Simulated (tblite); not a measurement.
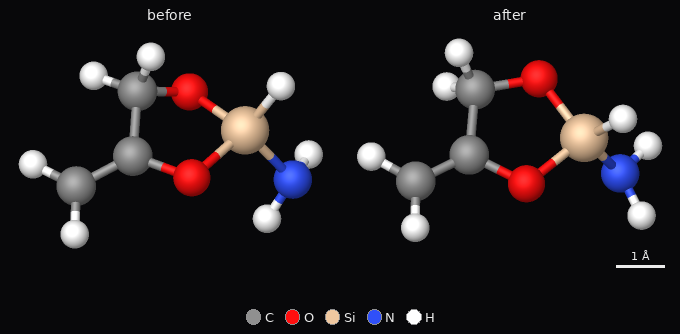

The structure of C₃H₇NO₂Si before (left) and after (right) a relaxation, at one scale.

Style: ball-and-stick. Shown at a tilt.

The calculation used GFN2-xTB geometry optimisation, gas phase in tblite 0.8.0. 

Describe what moved and what it gained.

Answer. The largest moves after the best rigid fit, 0.75 Å, are those of H atoms. By element the largest moves are H 0.75 Å, O 0.56 Å, N 0.46 Å, C 0.27 Å, Si 0.17 Å. Some distances before and after: O–Si 1.752 → 1.649 Å, O–Si 1.732 → 1.636 Å, N–Si 1.794 → 1.718 Å, H–N 1.050 → 1.007 Å. Among the angles between lasting bonds that change: C–O–Si 99.7° → 111.5°, C–O–Si 102.9° → 111.6°, O–Si–H 114.5° → 107.9°. Groups turn about C–C by about 50°, C–O by about 45°, O–Si by about 25°. The energy falls by 0.897 eV in 114 geometry steps.
